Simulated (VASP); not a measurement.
Band structure of MgF2 (rutile). Calculation: PBE GGA with D4 dispersion, VASP's PBE PAW potentials (set 64) (plane waves; VASP).

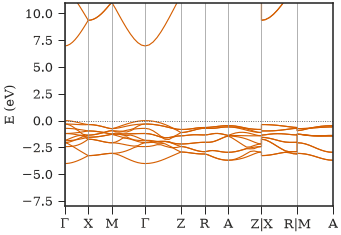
Figure. Bands along high-symmetry lines, zero at the valence-band maximum or, without a gap, the Fermi level

Q: Read the plot: is there a gap, and where are the band edges?

A: The gap is direct, 6.96 eV, from the valence maximum at Γ to the conduction minimum at Γ. (Edges off the drawn lines would not show.)

Measured: gap 12.40 eV (computed value off by -5.44 eV), as given by Andrés Aguado et al., Journal of the Physical Society of Japan (1999), arXiv:cond-mat/9901145.

The compound is MgF2 in the rutile structure. It was relaxed first.
